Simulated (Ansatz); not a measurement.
Fields on a plane of WSe2 (2H-MoS2 type, space group P6_3/mmc)

```
CELL_PARAMETERS angstrom
      3.23045     0.00000     0.00000
     -1.61522     2.79765     0.00000
      0.00000     0.00000    12.41060
ATOMIC_POSITIONS crystal
  W  0.33333 0.66667 0.25000
  W  0.66667 0.33333 0.75000
  Se 0.33333 0.66667 0.61454
  Se 0.66667 0.33333 0.11454
  Se 0.66667 0.33333 0.38546
  Se 0.33333 0.66667 0.88546
```

The slice is a (1 -1 0 0) plane (indices of the conventional cell) through the point (0.667, 0.333, 0.386) (fractional), spanned by u = [110] and v = [001] in vectors of this cell: u (3.23 Å) and v (12.41 Å, at 90° to u). It covers one period; positions are fractions (u, v).

Atoms on it: W at (0.00, 0.36); Se at (0.00, 0.73); Se at (0.00, 0.00). Other atoms lie within 1 Å of the plane.

Level of theory: PBEsol-D3(BJ) (plane waves to 420 eV, PAW, scalar-relativistic; Ansatz, an electronic-structure program). k mesh 12×12×3. These are valence fields of a PAW run, semicore shells included where kept as valence: close to a nucleus they are smooth pseudo fields. Spin-orbit coupling is left out, though W is heavy. The PAW data are Ansatz's earlier set. WSe2 is run without spin polarisation. WSe2 was relaxed with its symmetry unable to fall.

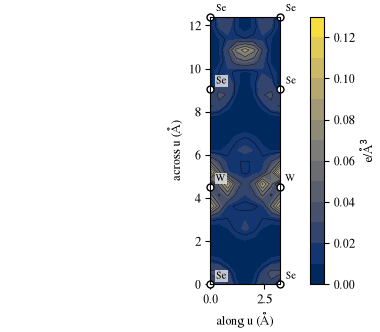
Figure: Density of the highest valence band (whole band, smooth part) in e/Å³, one period of the plane, atoms marked. 

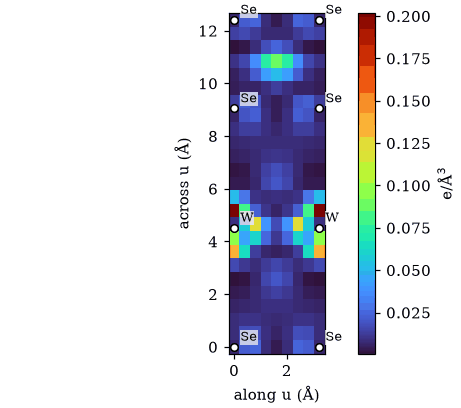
Density of the lowest conduction band (whole band as if filled, smooth part) in e/Å³, one period of the plane, atoms marked. 

Element round which the density of the lowest conduction band (whole band as if filled, smooth part) is largest on this plane: W.
